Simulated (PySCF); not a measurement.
System: C₆H₁₀ClNSi.

The calculation's input:

```
{"job": {"kind": "nmr", "xc": "PBE0", "basis": "pcSseg-1"}, "charge": 0, "multiplicity": 1}
C     -1.675791    -1.598506     0.663043
N     -1.593000    -0.348785     0.721380
C     -0.611005     0.405689     0.003892
C     -1.281008     1.694489    -0.474024
C      0.031051    -0.326389    -1.147469
C      1.286317    -0.719381    -1.013213
Cl     2.125889    -1.603611    -2.252085
C      2.056485    -0.404309     0.227798
Si     0.863324     0.702846     1.226913
H     -2.431546    -2.081455     1.266060
H     -1.045024    -2.249065     0.050920
H     -1.756651     2.190038     0.367570
H     -2.045493     1.467982    -1.215815
H     -0.548952     2.363313    -0.919602
H     -0.563864    -0.536173    -2.023433
H      2.998075     0.080941    -0.029521
H      2.318016    -1.327995     0.746773
H      1.277319     2.106618     1.227043
H      0.586054     0.193006     2.566309
```

Command:

```sh
OMP_NUM_THREADS=1 python probes_run.py task.json out
```

Geometry: GFN2-xTB.

The calculation used PBE0/pcSseg-1, SCF density, gas phase, non-relativistic (PySCF).

What will maps of the electron density and electron localisation function show?

C–C (1.32 Å): ρ at the midpoint is about 2.3 e/Å³; the ELF peaks at about 0.95 between the atoms (a multiple bond).
C–Cl (1.74 Å): ρ is about 1.4 e/Å³ halfway; the ELF peaks at about 0.90 between the atoms: a shared electron pair.
C–Si (1.91 Å): ρ is about 0.9 e/Å³ halfway; the ELF peaks at about 0.95 between the atoms; a covalent bond.
C–H (1.08 Å): ρ at the midpoint is about 2 e/Å³; the ELF climbs to about 1 towards the hydrogen, as it does in any bond to H: an ordinary covalent bond to hydrogen.

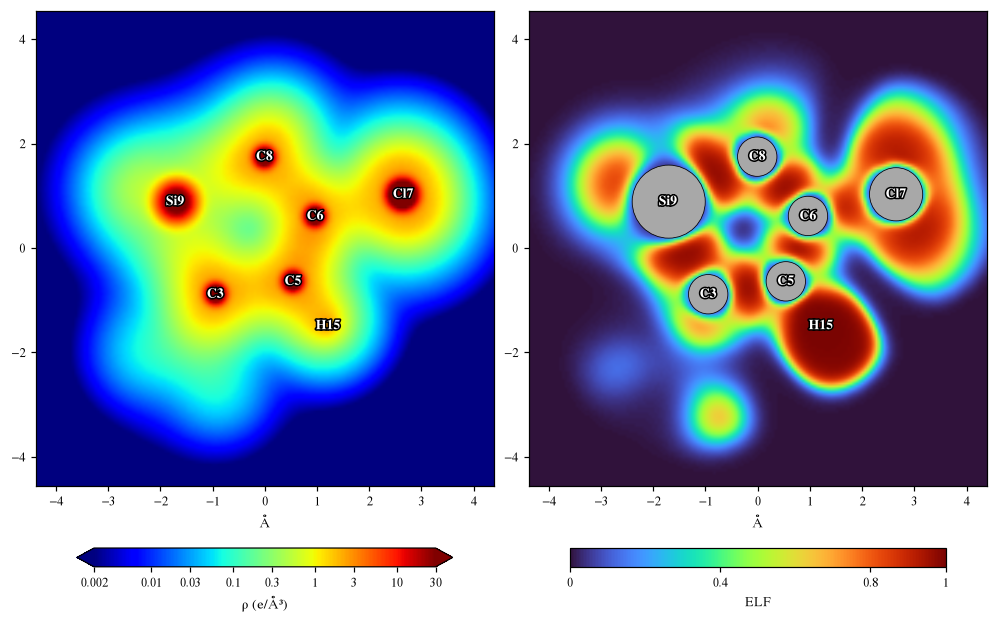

Computed electron density and electron localisation function on the plane of atoms Cl7, C6 and C8, in this order. Grey discs cover the atomic cores in the ELF map. 
